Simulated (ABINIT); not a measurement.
# Li3TeCl (Pm-3m): zone-centre phonons, part 2 of 2

Which modes does Li3TeCl (Pm-3m) have at the zone centre?

ABINIT 10.8.3; DFT PBEsol, scalar-relativistic, plane waves, PseudoDojo norm-conserving pseudopotentials.

So far. Step 5 (Relaxing the cell and atoms): The volume changes by +0.0 % in this run and stands -24.7 % from the first cell. Step 6 (Ground state): The cell stands at -0.23 GPa: the relaxation ran with a smoothed and higher cutoff, and the difference is a stress of the finite basis. The relaxed cell has a = 5.135 Å (conventional setting).

The structure was built from a prototype and need not be the compound's stable phase.

### 8. Linear response at Γ

The derivative of the wavefunctions by k comes first, since the response to a field is built on it; then the field and the displacements that symmetry doesn't supply are solved at q = 0.

It reads the wavefunctions written in step 6.

dfpt_gamma.abi

```
ndtset 2

# common to the responses
getwfk_filepath "gso_WFK"
kptopt 2
nqpt 1
qpt 0.0 0.0 0.0
asr 0
chneut 0

# d/dk
rfelfd1 2
rfdir1 1 1 1
iscf1 -3
tolwfr1 1.0d-20

# displacements, field
rfphon2 1
rfatpol2 1 5
rfdir2 1 1 1
rfelfd2 3
getddk2 1
tolvrs2 1.0d-10
prtwf2 0

# basis, mesh and filling
ecut 34.0
ngkpt 4 4 4
nshiftk 1
shiftk 0.0 0.0 0.0
istwfk *1
occopt 1
nband 16
nstep 100
diemac 9.0
prtebands 0
prtgsr 0
useylm 1

# cell and atoms
acell 3*1.0 Angstrom
rprim 
    5.134699086 0.0 0.0
    0.0 5.134699086 0.0
    0.0 0.0 5.134699086
ntypat 3
znucl 17 52 3
natom 5
typat 1 2 3 3 3
xred 
    0.0 0.0 0.0
    0.5 0.5 0.5
    0.5 0.5 0.0
    0.5 0.0 0.5
    0.0 0.5 0.5
pp_dirpath "./pseudo"
pseudos "Cl.upf, Te.upf, Li.upf"
```

On the command line:

```
> OMP_NUM_THREADS=1 mpirun -n 4 abinit dfpt_gamma.abi > dfpt_gamma.log
```

Numbers of over 12 decimals in the logs are rounded to 6 here.

dfpt_gamma.abo, the main output file:

```text
[banners, grids, parts of the stress and lines that vanish by symmetry left out]
- input  file    -> dfpt_gamma.abi
- output file    -> dfpt_gamma.abo
- root for input  files -> dfpt_gammai
[...]
DATASET    1 : space group Pm -3 m (#221); Bravais cP (primitive cubic)
[...]
nfft =      157464          nkpt =          36
[...]
DATASET    2 : space group Pm -3 m (#221); Bravais cP (primitive cubic)
[...]
nfft =      157464          nkpt =          36
[...]
== DATASET  1 ==================================================================
[...]
cutoff_energies: {ecut:  34.0, pawecutdg:  -1.0, }
[...]
-  3.00000   3.00000  180301                  znucl, zion, pspdat
[...]
Perturbation : derivative vs k along direction   1
[...]
-ETOT  1  -22.359208907341     -2.236E+01 7.495E-02 0.000E+00
 ETOT  2  -22.382376948029     -2.317E-02 2.275E-04 0.000E+00
 ETOT  3  -22.382445169443     -6.822E-05 6.390E-06 0.000E+00
 ETOT  4  -22.382445664443     -4.950E-07 1.872E-08 0.000E+00
 ETOT  5  -22.382445668846     -4.403E-09 8.302E-10 0.000E+00
[...]
At SCF step   11   max residual=  1.00E-20 < tolwfr=  1.00E-20 =>converged.
[...]
Perturbation : derivative vs k along direction   2
[...]
-ETOT  1  -22.359070283959     -2.236E+01 7.495E-02 0.000E+00
[...]
At SCF step   11   max residual=  1.00E-20 < tolwfr=  1.00E-20 =>converged.
[...]
Perturbation : derivative vs k along direction   3
[...]
-ETOT  1  -22.359208768527     -2.236E+01 7.495E-02 0.000E+00
[...]
At SCF step   11   max residual=  1.00E-20 < tolwfr=  1.00E-20 =>converged.
[...]
1        1       0.9202945292   -0.0000000000
     1        2       0.0000000000    0.0000000000
     1        3       0.0000000000    0.0000000000
     2        1       0.0000000000    0.0000000000
     2        2       0.9202945292    0.0000000000
     2        3       0.0000000000    0.0000000000
     3        1       0.0000000000    0.0000000000
     3        2       0.0000000000    0.0000000000
     3        3       0.9202945292    0.0000000000
[...]
== DATASET  2 ==================================================================
[...]
cutoff_energies: {ecut:  34.0, pawecutdg:  -1.0, }
[...]
Perturbation : displacement of atom   1   along direction   1
[...]
-ETOT  1  0.619407     -1.163E+03 3.878E+00 2.445E+03
[...]
At SCF step   12       vres2   =  2.60E-12 < tolvrs=  1.00E-10 =>converged.
[...]
Perturbation : displacement of atom   2   along direction   1
[...]
-ETOT  1   14.698515092723     -4.726E+04 6.379E+01 4.783E+03
[...]
At SCF step   12       vres2   =  5.07E-12 < tolvrs=  1.00E-10 =>converged.
[...]
Perturbation : displacement of atom   3   along direction   1
[...]
-ETOT  1  0.250690     -3.274E+03 4.047E+01 1.110E+03
[...]
At SCF step   12       vres2   =  1.36E-11 < tolvrs=  1.00E-10 =>converged.
[...]
Perturbation : displacement of atom   3   along direction   3
[...]
-ETOT  1   7.646130     -3.255E+03 3.795E+01 3.921E+03
[...]
At SCF step   12       vres2   =  3.87E-12 < tolvrs=  1.00E-10 =>converged.
[...]
Perturbation : homogeneous electric field along direction   1
[...]
-ETOT  1  -55.943476106053     -5.594E+01 7.993E-01 6.683E+04
[...]
ETOT 12  -69.831362813559     -1.606E-12 1.240E-15 2.591E-10
 ETOT 13  -69.831362813558      2.842E-13 5.474E-17 4.770E-12
 At SCF step   13       vres2   =  4.77E-12 < tolvrs=  1.00E-10 =>converged.
[...]
Dielectric tensor, in cartesian coordinates,
[...]
1    7   1    7         3.2907979196        -0.0000000000
   1    7   2    7        -0.0000000000        -0.0000000000
   1    7   3    7        -0.0000000000        -0.0000000000
   2    7   1    7        -0.0000000000        -0.0000000000
   2    7   2    7         3.2907979196        -0.0000000000
   2    7   3    7        -0.0000000000        -0.0000000000
   3    7   1    7        -0.0000000000        -0.0000000000
   3    7   2    7        -0.0000000000        -0.0000000000
   3    7   3    7         3.2907979196        -0.0000000000
  Effective charges, in cartesian coordinates,
[...]
1    1   1    7        -1.5796897558         0.0000000000
   2    1   1    7         0.0000000000         0.0000000000
   3    1   1    7         0.0000000000         0.0000000000
   1    2   1    7        -1.4160749424         0.0000000000
   2    2   1    7         0.0000000000         0.0000000000
[...]
Effective charges, in cartesian coordinates,
[...]
2    7   1    5         0.0000000000         0.0000000000
   3    7   1    5         0.0000000000         0.0000000000
   1    7   2    5         0.0000000000         0.0000000000
   2    7   2    5         0.8243003775         0.0000000000
   3    7   2    5         0.0000000000         0.0000000000
   1    7   3    5         0.0000000000         0.0000000000
   2    7   3    5         0.0000000000         0.0000000000
   3    7   3    5         0.8243003775         0.0000000000
  Phonon wavevector (reduced coordinates) :  0.00000  0.00000  0.00000
 Phonon energies in Hartree :
[...]
Phonon frequencies in cm-1    :
- -1.750855E+02 -1.750855E+02 -1.750855E+02 -1.619939E+02 -1.619939E+02
- -1.619939E+02 -4.233572E+00 -4.233572E+00 -4.233572E+00  7.454253E+01
-  7.454253E+01  7.454253E+01  5.126049E+02  5.126049E+02  5.126049E+02
  Phonon at Gamma, with non-analyticity in the
[...]
Phonon energies in Hartree :
[...]
Phonon frequencies in cm-1    :
- -1.750855E+02 -1.750855E+02 -1.619939E+02 -1.619939E+02 -1.619939E+02
- -5.488812E+01 -4.233572E+00 -4.233572E+00 -4.233459E+00  7.454253E+01
-  7.454253E+01  7.607056E+01  5.126049E+02  5.126049E+02  5.429804E+02
  Phonon at Gamma, with non-analyticity in the
[...]
Phonon energies in Hartree :
[...]
Phonon frequencies in cm-1    :
- -1.750855E+02 -1.750855E+02 -1.619939E+02 -1.619939E+02 -1.619939E+02
- -5.488812E+01 -4.233572E+00 -4.233572E+00 -4.233459E+00  7.454253E+01
-  7.454253E+01  7.607056E+01  5.126049E+02  5.126049E+02  5.429804E+02
  Phonon at Gamma, with non-analyticity in the
[...]
Phonon energies in Hartree :
[...]
Phonon frequencies in cm-1    :
- -1.750855E+02 -1.750855E+02 -1.619939E+02 -1.619939E+02 -1.619939E+02
- -5.488812E+01 -4.233572E+00 -4.233572E+00 -4.233459E+00  7.454253E+01
-  7.454253E+01  7.607056E+01  5.126049E+02  5.126049E+02  5.429804E+02
[...]
fcart2     0.0000000000E+00  0.0000000000E+00  0.0000000000E+00
           strten2     0.0000000000E+00  0.0000000000E+00  0.0000000000E+00
================================================================================
```

The job ended after 4.3 min (4 MPI ranks of Arm Neoverse V2, shared host).

This step gave:

```yaml
miss_of_the_charge_sum_rule: 0.001837 e
largest_acoustic_frequency_at_the_zone_centre_before_the_sum_rule: -4.23 cm⁻¹
highest_optical_zone_centre_mode_no_lo_to_term: 512.6 cm⁻¹
lowest_optical_zone_centre_mode: -175.1 cm⁻¹
mean_high_frequency_dielectric_constant: 3.291
largest_born_charge_in_size_third_of_the_trace: 1.580 e
```

Born charge (rows field, columns displacement), before the sum rule (e), principal values of the symmetric part by kind of site:

| atom | atoms with these values | low | middle | high | mean |
| --- | --- | --- | --- | --- | --- |
| Cl1 | 1 | -1.58 | -1.58 | -1.58 | -1.58 |
| Te2 | 1 | -1.42 | -1.42 | -1.42 | -1.42 |
| Li3 | 3 | 0.82 | 0.82 | 1.35 | 1.00 |

In full for Cl1:

```
-1.58  0.00  0.00
 0.00 -1.58  0.00
 0.00  0.00 -1.58
```

High-frequency dielectric tensor:

```
3.29 0.00 0.00
0.00 3.29 0.00
0.00 0.00 3.29
```

The acoustic modes at Γ come out as far as 4.2 cm⁻¹ from zero, where they should vanish, a small numerical error; the Born charges miss their sum rule by 0.0018 e, which is good. The lowest optical mode is imaginary, 175i cm⁻¹, an instability at this level and on this k mesh.

### 9. Zone-centre analysis

anaddb reads the merged derivatives, imposes the acoustic sum rule and charge neutrality, and adds the LO-TO term along chosen directions.

anaddb.abi

```
ddb_filepath "gamma_DDB"
output_file "anaddb.abo"
outdata_prefix "anaddb"
asr 1
chneut 1
enunit 2
eivec 1
nph1l 1
qph1l 0.0 0.0 0.0 1.0
dieflag 2
nph2l 3
qph2l 
    1.0 0.0 0.0 0.0
    0.0 0.0 1.0 0.0
    1.0 1.0 1.0 0.0
```

mrgddb.in

```
gamma_DDB
merged
2
dfpt_gammao_DS2_DDB
gso_DDB
```

On the command line:

```
> mrgddb < mrgddb.in > mrgddb.log
> OMP_NUM_THREADS=1 anaddb anaddb.abi > anaddb.log
```

anaddb.abo, the main output file:

```text
[banners, grids, parts of the stress and lines that vanish by symmetry left out]
-outvars_anaddb: echo values of input variables ----------------------

 Flags :
[...]
Dielectric Tensor and Effective Charges
[...]
Effective charge tensors after
[...]
Phonon wavevector (reduced coordinates) :  0.00000  0.00000  0.00000
 Phonon energies in Hartree :
[...]
Phonon energies in meV     :
- -2.170994E+01 -2.170994E+01 -2.170994E+01 -2.008692E+01 -2.008692E+01
- -2.008692E+01  0.000000E+00  0.000000E+00  0.000000E+00  9.243512E+00
-  9.243512E+00  9.243512E+00  6.356687E+01  6.356687E+01  6.356687E+01
 Phonon frequencies in cm-1    :
- -1.751025E+02 -1.751025E+02 -1.751025E+02 -1.620119E+02 -1.620119E+02
- -1.620119E+02  0.000000E+00  0.000000E+00  0.000000E+00  7.455395E+01
-  7.455395E+01  7.455395E+01  5.127014E+02  5.127014E+02  5.127014E+02
 Phonon frequencies in Thz     :
- -5.249441E+00 -5.249441E+00 -5.249441E+00 -4.856995E+00 -4.856995E+00
- -4.856995E+00  0.000000E+00  0.000000E+00  0.000000E+00  2.235071E+00
-  2.235071E+00  2.235071E+00  1.537040E+01  1.537040E+01  1.537040E+01
 Phonon energies in Kelvin  :
- -2.519334E+02 -2.519334E+02 -2.519334E+02 -2.330990E+02 -2.330990E+02
- -2.330990E+02  0.000000E+00  0.000000E+00  0.000000E+00  1.072665E+02
-  1.072665E+02  1.072665E+02  7.376629E+02  7.376629E+02  7.376629E+02
[...]
-  1  0.00000000E+00  0.00000000E+00 -1.80410478E-03
-     0.00000000E+00  0.00000000E+00  0.00000000E+00
-  2  0.00000000E+00  0.00000000E+00 -1.12520921E-04
-     0.00000000E+00  0.00000000E+00  0.00000000E+00
-  3  0.00000000E+00  1.74475023E-07  1.33550986E-04
-     0.00000000E+00  0.00000000E+00  0.00000000E+00
-  4  0.00000000E+00  0.00000000E+00  5.57492311E-03
-     0.00000000E+00  0.00000000E+00  0.00000000E+00
-  5  0.00000000E+00  1.74475023E-07  5.57492311E-03
-     0.00000000E+00  0.00000000E+00  0.00000000E+00
[...]
-  1  0.00000000E+00  1.80410478E-03  0.00000000E+00
-     0.00000000E+00  0.00000000E+00  0.00000000E+00
-  2  0.00000000E+00  1.12520921E-04  0.00000000E+00
-     0.00000000E+00  0.00000000E+00  0.00000000E+00
-  3  0.00000000E+00 -5.57492311E-03  0.00000000E+00
-     0.00000000E+00  0.00000000E+00  0.00000000E+00
-  4  0.00000000E+00 -1.33550986E-04  1.74475020E-07
-     0.00000000E+00  0.00000000E+00  0.00000000E+00
-  5  0.00000000E+00 -5.57492311E-03  1.74475020E-07
-     0.00000000E+00  0.00000000E+00  0.00000000E+00
[...]
-  1  1.80410478E-03  0.00000000E+00  0.00000000E+00
-     0.00000000E+00  0.00000000E+00  0.00000000E+00
-  2  1.12520921E-04  0.00000000E+00  0.00000000E+00
-     0.00000000E+00  0.00000000E+00  0.00000000E+00
-  3 -5.57492311E-03  0.00000000E+00  0.00000000E+00
-     0.00000000E+00  0.00000000E+00  0.00000000E+00
-  4 -5.57492311E-03  0.00000000E+00  0.00000000E+00
-     0.00000000E+00  0.00000000E+00  0.00000000E+00
[...]
Phonon at Gamma, with non-analyticity in the
[...]
Phonon energies in Hartree :
[...]
Phonon energies in meV     :
- -2.170994E+01 -2.170994E+01 -2.008692E+01 -2.008692E+01 -2.008692E+01
- -6.793595E+00  0.000000E+00  0.000000E+00  0.000000E+00  9.243512E+00
[...]
Phonon frequencies in cm-1    :
[...]
Phonon frequencies in Thz     :
[...]
Phonon energies in Kelvin  :
[...]
- -7.883639E+01  0.000000E+00  0.000000E+00  0.000000E+00  1.072665E+02
-  1.072665E+02  1.094451E+02  7.376629E+02  7.376629E+02  7.813802E+02
[...]
-  5  0.00000000E+00  0.00000000E+00 -6.28628301E-03
-     0.00000000E+00  0.00000000E+00  0.00000000E+00
[...]
-  1  0.00000000E+00  0.00000000E+00  0.00000000E+00
-     0.00000000E+00  0.00000000E+00  0.00000000E+00
-  2  0.00000000E+00  0.00000000E+00  0.00000000E+00
-     0.00000000E+00  0.00000000E+00  0.00000000E+00
-  3  0.00000000E+00  6.28628301E-03  0.00000000E+00
-     0.00000000E+00  0.00000000E+00  0.00000000E+00
-  4  0.00000000E+00  0.00000000E+00  0.00000000E+00
-     0.00000000E+00  0.00000000E+00  0.00000000E+00
-  5  0.00000000E+00 -6.28628301E-03  0.00000000E+00
-     0.00000000E+00  0.00000000E+00  0.00000000E+00
[...]
Phonon at Gamma, with non-analyticity in the
[...]
Phonon energies in Hartree :
[...]
Phonon energies in meV     :
- -2.170994E+01 -2.170994E+01 -2.008692E+01 -2.008692E+01 -2.008692E+01
- -6.793595E+00  0.000000E+00  0.000000E+00  0.000000E+00  9.243512E+00
-  9.243512E+00  9.431253E+00  6.356687E+01  6.356687E+01  6.733414E+01
 Phonon frequencies in cm-1    :
- -1.751025E+02 -1.751025E+02 -1.620119E+02 -1.620119E+02 -1.620119E+02
[...]
Phonon frequencies in Thz     :
[...]
Phonon energies in Kelvin  :
[...]
Phonon at Gamma, with non-analyticity in the
[...]
Phonon energies in Hartree :
[...]
Phonon energies in meV     :
[...]
Phonon frequencies in cm-1    :
[...]
Phonon frequencies in Thz     :
[...]
Phonon energies in Kelvin  :
[...]
- -7.883639E+01  0.000000E+00  0.000000E+00  0.000000E+00  1.072665E+02
-  1.072665E+02  1.094451E+02  7.376629E+02  7.376629E+02  7.813802E+02
[...]
-  4  1.72921885E-04  4.55180148E-03 -6.02053709E-05
-     0.00000000E+00  0.00000000E+00  0.00000000E+00
-  5 -6.98305921E-03 -1.12716514E-04 -6.02053709E-05
-     0.00000000E+00  0.00000000E+00  0.00000000E+00
[...]
;  5 -4.99746553E-03 -1.95084926E-04 -1.95084926E-04
;     0.00000000E+00  0.00000000E+00  0.00000000E+00
-
```

Run time: 0.52 s. Hardware: 1 thread.

This step gave:

| Quantity | Value |
| --- | --- |
| highest optical zone-centre mode (no LO-TO term) | 512.7 cm⁻¹ |
| highest mode moved by the LO-TO term | 543.1 cm⁻¹ |

No LO-TO term; unit eigenvectors of the mass-weighted matrix, from anaddb's displacements. The modes at Γ (shares of kinetic energy by element, %) (negative means imaginary):

| mode | frequency (cm⁻¹) | symmetry | Cl % | Te % | Li % |
| --- | --- | --- | --- | --- | --- |
| 1 | -175.1 | T1u | 21 | 0 | 79 |
| 2 | -175.1 | T1u | 21 | 0 | 79 |
| 3 | -175.1 | T1u | 21 | 0 | 79 |
| 4 | -162.0 | T2u | 0 | 0 | 100 |
| 5 | -162.0 | T2u | 0 | 0 | 100 |
| 6 | -162.0 | T2u | 0 | 0 | 100 |
| 7 | 0.0 | acoustic | 19 | 69 | 11 |
| 8 | 0.0 | acoustic | 19 | 69 | 11 |
| 9 | 0.0 | acoustic | 19 | 69 | 11 |
| 10 | 74.6 | T1u | 60 | 26 | 14 |
| 11 | 74.6 | T1u | 60 | 26 | 14 |
| 12 | 74.6 | T1u | 60 | 26 | 14 |
| 13 | 512.7 | T1u | 0 | 4 | 96 |
| 14 | 512.7 | T1u | 0 | 4 | 96 |
| 15 | 512.7 | T1u | 0 | 4 | 96 |

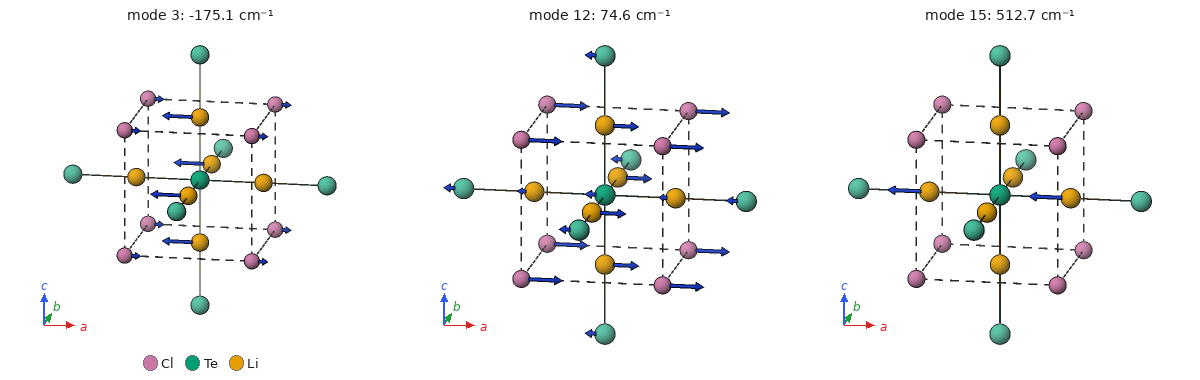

Displacement patterns of modes 3, 12 and 15 at Γ; arrows are exaggerated. Some periodic images of atoms are drawn too.

With imaginary modes the relaxed-ion tensors have no meaning and are not tabulated.

The rule moves no optical mode by more than 0.2 cm⁻¹.

### 10. Summary of results

- space group after relaxation: Pm-3m
- volume per atom: 27.1 Å³
- highest optical zone-centre mode (no LO-TO term): 512.7 cm⁻¹
- lowest optical zone-centre mode: -175.1 cm⁻¹
- highest mode moved by the LO-TO term: 543.1 cm⁻¹
- mean high-frequency dielectric constant: 3.29
- largest Born charge in size (third of the trace): 1.58 e
- imaginary optical modes at the zone centre (no q mesh in this session): yes

**Reading.** At the PBEsol level the optical modes of Li3TeCl (Pm-3m) at the zone centre (no LO-TO term) run from 175i to 513 cm⁻¹, so the structure is a saddle point, with 6 modes beyond 10i cm⁻¹ there. Along the directions run, the highest mode that the macroscopic field moves lies at 543 cm⁻¹. These are harmonic frequencies at zero temperature: anharmonic shifts and linewidths and thermal expansion are left out. Spin-orbit coupling is left out, which can matter for the heavy elements here. The structure is a hypothetical one, built on a prototype.

[Host names and launcher messages were left out of these logs when they were recorded.]

[Logs are printed without paths, hosts, clocks, repeated set-up lines and the standing remarks that a program may print on its own settings, such as how far it seeks lower states.]

[Hosts, paths, dates, database ids (printed as entryN), source tags and the programs' standing remarks are cut or masked in the printed files.]
